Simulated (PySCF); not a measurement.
# Hf²⁺: excitation energy in x2c-TZVPPall

Each state of hafnium is computed at each level; their differences give the excitation energy. How far do the methods differ?

The numbers are computed with PySCF 2.14.0 (unrestricted determinants in a Gaussian basis, no spin-orbit coupling in the energies), except any that are marked as measured or tabulated.

## 1. The system

- Element: hafnium (Z = 72)
- Basis: x2c-TZVPPall
- Hamiltonian: scalar relativity by spin-free X2C-1e
- State 1: Hf²⁺: [Xe] 4f14 5d1 6p1, one real determinant (an excited configuration)
- Needed too, but not shown: Hf²⁺ [Xe] 4f14 5d2 (3F)
- Methods: UHF, LDA, PBE, PBE0, r2SCAN, revPBE, BP86, wB97M-V, MP2
- Core shells frozen in the correlated runs: valence: [Xe] 4f14; valence and next inner shell: [Kr] 4d10 4f14 (for Hf²⁺)

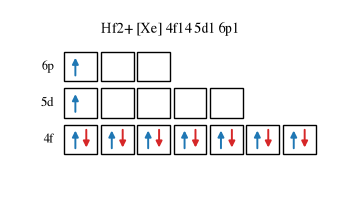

Occupation of the outer shells (arrows by Hund's rule).

The runs were made by one driver on top of PySCF. The scripts below sum up each run's settings (the driver also hands on starting orbitals that pick excited configurations, and frozen orbitals as a list rather than a count), and the logs come from the driver's own runs. The driver starts from symmetry-adapted Hartree-Fock orbitals, holds the occupation by maximum overlap and uses a logarithmic radial grid for functionals, so a plain start would take other cycles.

The integrals over 97 functions and the set-up took 8.9 s of CPU time.

## 2. Hf²⁺ [Xe] 4f14 5d1 6p1, method by method

**UHF**

Contents of input.py:

```python
from pyscf import gto, scf, dft, mp, cc
import basis_set_exchange as bse
mol = gto.M(atom="Hf 0 0 0", charge=2, spin=2, symmetry="D2h",
            basis=gto.basis.parse(bse.get_basis("x2c-TZVPPall", elements=["Hf"], fmt="nwchem")),
            nucmod="G")
mf = scf.UHF(mol).sfx2c1e()
mf.irrep_nelec = {'Ag': (9, 9), 'B1g': (3, 2), 'B2g': (2, 2), 'B3g': (2, 2), 'Au': (1, 1), 'B1u': (7, 6), 'B2u': (6, 6), 'B3u': (6, 6)}
mf.kernel()
```

**LDA**

Changes to input.py:

```diff
@@ -5,3 +5,3 @@
             nucmod="G")
-mf = scf.UHF(mol).sfx2c1e()
+mf = dft.UKS(mol, xc="LDA,VWN").sfx2c1e()
 mf.irrep_nelec = {'Ag': (9, 9), 'B1g': (3, 2), 'B2g': (2, 2), 'B3g': (2, 2), 'Au': (1, 1), 'B1u': (7, 6), 'B2u': (6, 6), 'B3u': (6, 6)}
```

**PBE**

Changes to input.py:

```diff
@@ -5,3 +5,3 @@
             nucmod="G")
-mf = dft.UKS(mol, xc="LDA,VWN").sfx2c1e()
+mf = dft.UKS(mol, xc="PBE").sfx2c1e()
 mf.irrep_nelec = {'Ag': (9, 9), 'B1g': (3, 2), 'B2g': (2, 2), 'B3g': (2, 2), 'Au': (1, 1), 'B1u': (7, 6), 'B2u': (6, 6), 'B3u': (6, 6)}
```

**PBE0**

Changes to input.py:

```diff
@@ -5,3 +5,3 @@
             nucmod="G")
-mf = dft.UKS(mol, xc="PBE").sfx2c1e()
+mf = dft.UKS(mol, xc="PBE0").sfx2c1e()
 mf.irrep_nelec = {'Ag': (9, 9), 'B1g': (3, 2), 'B2g': (2, 2), 'B3g': (2, 2), 'Au': (1, 1), 'B1u': (7, 6), 'B2u': (6, 6), 'B3u': (6, 6)}
```

**r2SCAN**

Changes to input.py:

```diff
@@ -5,3 +5,3 @@
             nucmod="G")
-mf = dft.UKS(mol, xc="PBE0").sfx2c1e()
+mf = dft.UKS(mol, xc="R2SCAN").sfx2c1e()
 mf.irrep_nelec = {'Ag': (9, 9), 'B1g': (3, 2), 'B2g': (2, 2), 'B3g': (2, 2), 'Au': (1, 1), 'B1u': (7, 6), 'B2u': (6, 6), 'B3u': (6, 6)}
```

**revPBE**

Changes to input.py:

```diff
@@ -5,3 +5,3 @@
             nucmod="G")
-mf = dft.UKS(mol, xc="R2SCAN").sfx2c1e()
+mf = dft.UKS(mol, xc="PBE_R,PBE").sfx2c1e()
 mf.irrep_nelec = {'Ag': (9, 9), 'B1g': (3, 2), 'B2g': (2, 2), 'B3g': (2, 2), 'Au': (1, 1), 'B1u': (7, 6), 'B2u': (6, 6), 'B3u': (6, 6)}
```

**BP86**

Changes to input.py:

```diff
@@ -5,3 +5,3 @@
             nucmod="G")
-mf = dft.UKS(mol, xc="PBE_R,PBE").sfx2c1e()
+mf = dft.UKS(mol, xc="B88,P86").sfx2c1e()
 mf.irrep_nelec = {'Ag': (9, 9), 'B1g': (3, 2), 'B2g': (2, 2), 'B3g': (2, 2), 'Au': (1, 1), 'B1u': (7, 6), 'B2u': (6, 6), 'B3u': (6, 6)}
```

**wB97M-V**

Changes to input.py:

```diff
@@ -5,3 +5,3 @@
             nucmod="G")
-mf = dft.UKS(mol, xc="B88,P86").sfx2c1e()
+mf = dft.UKS(mol, xc="WB97M_V").sfx2c1e()
 mf.irrep_nelec = {'Ag': (9, 9), 'B1g': (3, 2), 'B2g': (2, 2), 'B3g': (2, 2), 'Au': (1, 1), 'B1u': (7, 6), 'B2u': (6, 6), 'B3u': (6, 6)}
```

**MP2 (valence)**

Changes to input.py:

```diff
@@ -5,4 +5,5 @@
             nucmod="G")
-mf = dft.UKS(mol, xc="WB97M_V").sfx2c1e()
+mf = scf.UHF(mol).sfx2c1e()
 mf.irrep_nelec = {'Ag': (9, 9), 'B1g': (3, 2), 'B2g': (2, 2), 'B3g': (2, 2), 'Au': (1, 1), 'B1u': (7, 6), 'B2u': (6, 6), 'B3u': (6, 6)}
 mf.kernel()
+mp.UMP2(mf, frozen=34).kernel()
```

## 3. Hf²⁺ [Xe] 4f14 5d1 6p1, continued

**MP2 (valence and next inner shell)**

Edit input.py of step 2 so:

```diff
@@ -8,2 +8,2 @@
 mf.kernel()
-mp.UMP2(mf, frozen=34).kernel()
+mp.UMP2(mf, frozen=30).kernel()
```

Before running it: what results should come out?

**Answer**, as computed:

| quantity | value |
| --- | --- |
| excitation energy, Hf²⁺ → [Xe] 4f14 5d1 6p1 | UHF 5.629, MP2 (valence and next inner shell) 5.584 eV |

In words: The methods span 0.300 eV, from PBE (5.485) to wB97M-V (5.784). No reference value is at hand in this session. All values hold for this basis alone; no basis-set limit was taken.
